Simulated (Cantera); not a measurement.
Feed: 1 mol Si3N4, a varied amount of N2O, 120 mol H2, 0.15 mol H2O, held at 1423 K and 0.133 bar.

Equilibrium computed with Cantera from the NASA thermochemical tables; the gas is ideal and each condensed phase is pure. Candidate condensed phases: H2O, Si, SiO2, Si2N2O, Si3N4; 35 gas species. Mutual solubility and eutectic melting of coexisting phases are not modelled. The tables hold silica as quartz up to 1696 K and as liquid above; real silica turns to tridymite and cristobalite and melts near 1996 K. Kinetics and transport are ignored.

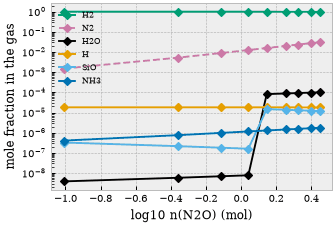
*Equilibrium gas composition (values under 1e-9 drawn at 1e-9)*

From 0.098 mol N2O to 1.1 mol N2O the condensed part is Si2N2O(s) + Si3N4(s). From 1.4 mol N2O to 2.8 mol N2O the condensed part is SiO2(β-quartz) + Si2N2O(s). The main Si-bearing gas is SiO throughout.
